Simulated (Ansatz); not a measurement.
Formation energies in the Co–Y system, lowest calculated structure of each composition. These are PBEsol (plane waves to 420 eV, PAW, scalar-relativistic; Ansatz, a first-principles code) values and carry that method's errors. Element references, the lowest calculated here: Co (P6₃/mmc, ferromagnetic), Y (R-3m, not the ambient form).

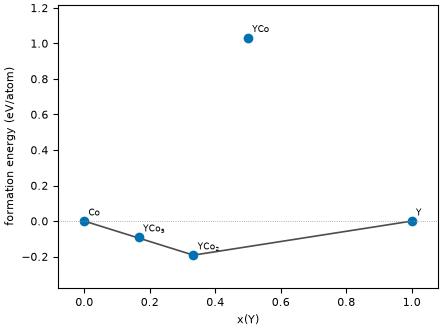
Fig. 1. Formation energy against composition with the lower convex hull

Q: Which compounds are stable against decomposition?

A: For YCo a lower structure may exist, so the energies are upper bounds and are not judged. On the hull: YCo2. Within about 0.01 eV/atom of decomposing, too close to call: YCo5.

```json
[
 {"phase": "Co", "x(Y)": "0.000", "space group": "P6₃/mmc", "E_f (eV/atom)": "0.00", "above hull (eV/atom)": "0.00"},
 {"phase": "YCo5", "x(Y)": "0.167", "space group": "P6/mmm", "E_f (eV/atom)": "-0.09", "above hull (eV/atom)": "0.01"},
 {"phase": "YCo2", "x(Y)": "0.333", "space group": "Fd-3m", "E_f (eV/atom)": "-0.19", "above hull (eV/atom)": "0.00"},
 {"phase": "YCo", "x(Y)": "0.500", "space group": "F-43m", "E_f (eV/atom)": "1.03", "above hull (eV/atom)": "1.18"},
 {"phase": "Y", "x(Y)": "1.000", "space group": "R-3m", "E_f (eV/atom)": "0.00", "above hull (eV/atom)": "0.00"}
]
```

Q: Work out the energy of YCo2 against the hull of the other phases.

A: At x(Y) = 0.333 the tie line joins YCo5 and Y; the lever rule gives atom fractions 0.80 and 0.20. The mixture has E_f = 0.80 × (-0.09) + 0.20 × (0.00) = -0.07 eV/atom, and YCo2 has -0.19. So YCo2 → 0.4 YCo5 + 0.6 Y costs 0.12 eV/atom: YCo2 is stable against it.

This is the hull of the energies calculated here, no anion corrections; phases that were not calculated are missing from it. Values are rounded to 0.01 eV/atom. Not shown to be the ambient phase of their composition (a lower form may be missing, and a cell relaxed within its start's symmetry can be a saddle point): YCo (F-43m). Spin states reached: ferromagnetic, non-magnetic, ferrimagnetic; non-magnetic ones ran without spin or lost their moments; spin orders were not searched systematically.
